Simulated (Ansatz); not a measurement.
# Pressure series in Rh

Base system: Rh in the fcc (Cu type) structure (space group Fm-3m, No. 225).

Rh is taken in the cubic space group Fm-3m (No. 225), the fcc (Cu type) structure, Pearson symbol cF4. Conventional cell: a = b = c = 3.830 Å, α = β = γ = 90.00°. Rh on 4a is coordinated by 12 Rh at 2.708 Å (cuboctahedral). (Neighbours: up to the widest gap in distance over summed covalent radii, below 1.35, at either atom.)
(The calculation used a cell of 1 atom; values per cell refer to that cell.)

Cell and atoms are relaxed at each pressure.

The values are results of Kohn–Sham DFT with the PBE functional, run in Ansatz (an electronic-structure program) with PAW and 420 eV plane waves, spin-orbit coupling left out, not measurements.

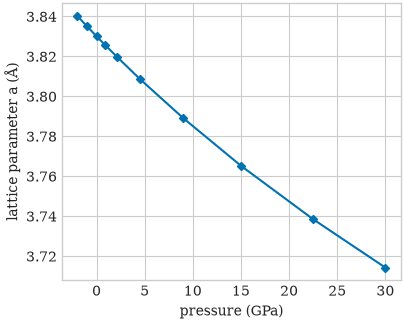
Figure: Lattice parameter a against pressure

| pressure (GPa) | lattice parameter a |
|---|---|
| -2 | 7.257 bohr |
| -1 | 7.247 bohr |
| 0.9 | 7.229 bohr |
| 2.1 | 7.219 bohr |
| 4.5 | 7.197 bohr |
| 9 | 7.160 bohr |
| 15 | 7.115 bohr |
| 22.5 | 7.065 bohr |
| 30 | 7.019 bohr |

Load acts through the strain it causes; cell and atoms are relaxed under it. Stability against distortions was not tested. No other phases were tried under pressure. The final runs are not spin-polarised.
